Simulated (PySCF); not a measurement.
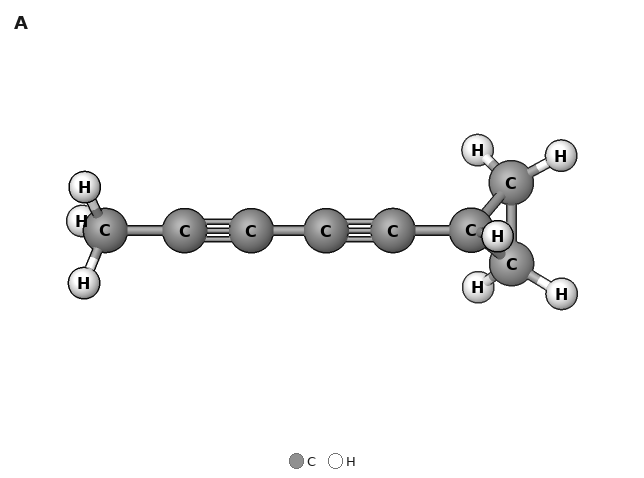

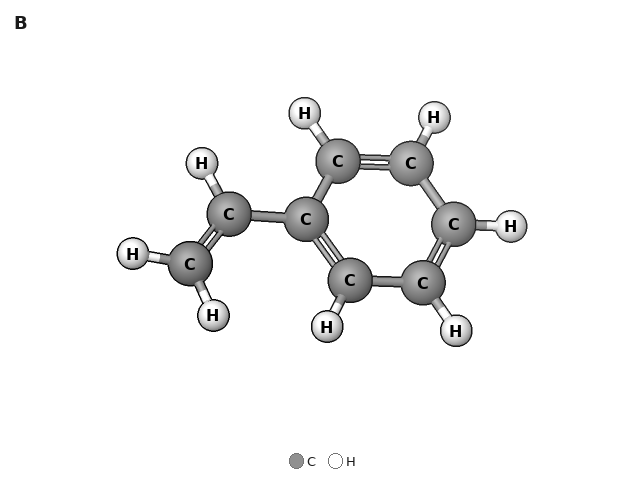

2 stationary structures of one formula. Geometries: PBE0-D3(BJ)/def2-SVP. Electronic energies: PBE0-D3(BJ)/def2-SVP (PySCF 2.14.0), without zero-point energy. No frequency run is at hand to confirm each as a minimum. Each is one conformer, not always the lowest.

Question: Are they conformers, stereoisomers or constitutional isomers?

Answer: They are constitutional isomers of C8H8: A `CC#CC#CC1CC1`, B `C=Cc1ccccc1`.

Question: Rank them by energy, lowest first.

Answer: B is lowest; A lies 84.2 kcal/mol above it.
